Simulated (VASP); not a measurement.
Shape and ions are relaxed at each volume.

Energy against volume of SiO2 (rutile). These are PBE GGA with D3 dispersion (zero damping), VASP's PBE PAW potentials (set 64) (plane waves; VASP) values and carry that method's errors.

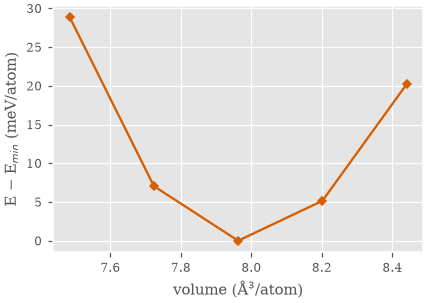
*Energy against volume*

Task: Estimate the equilibrium volume and the bulk modulus.

Result: The minimum lies near 8.0 Å³/atom, and the curvature gives B0 of about 270 GPa.

Measured: bulk modulus 310 GPa at 300 K (computed value off by -13.4 %), as given by arXiv:1001.2066. The calculation is for a static lattice, while the measured bulk modulus holds thermal and zero-point effects, which are part of the difference.

The compound is SiO2 in the rutile structure, stishovite, a high-pressure form. It was relaxed first.
